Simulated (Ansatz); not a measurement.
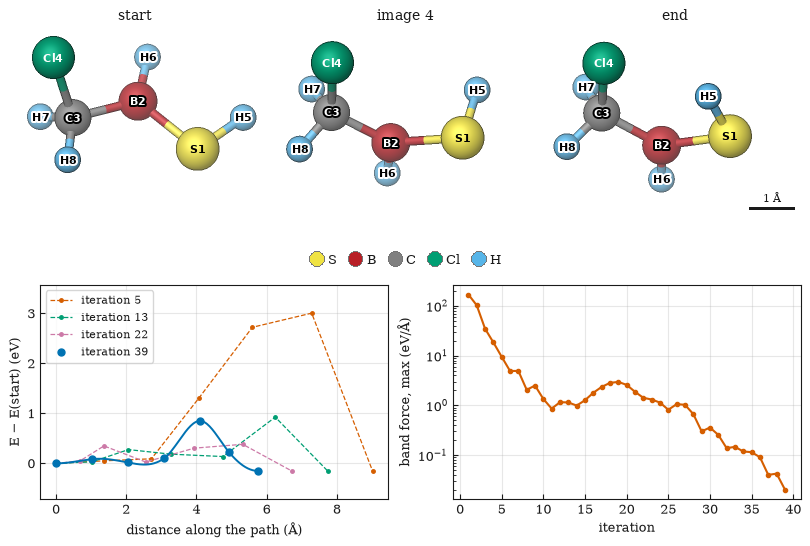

A nudged-elastic-band calculation for CH4BClS. Images are numbered from 0 (start) to 6 (end). The plot follows the band through its iterations. A ball-and-stick model, seen at a tilt.

Theory: RKS PBE/def2-SVP in Ansatz 0.2.0. Set-up: 5 movable images; climbing image; force threshold 0.03 eV/Å; iteration limit 60; starting path through a guess of the saddle point.

Did the band converge, and can the barrier be trusted?

Answer. The run is converged, with reservations. The band converged in 39 iterations. The largest component of the band force went from 170 to 0.02 eV/Å. The climbing image converged on the top of the path. Its vibrational analysis gives one imaginary mode (656i cm⁻¹), as a transition state must have. The first iteration put the highest image at 56.11 eV. The highest point, image 4, lies 0.85 eV above the start and 1.00 eV above the end; the end is at −0.15 eV relative to the start. The profile has 2 maxima (images 1, 4) with a dip at image 2 (+0.02 eV), so the process runs in steps.
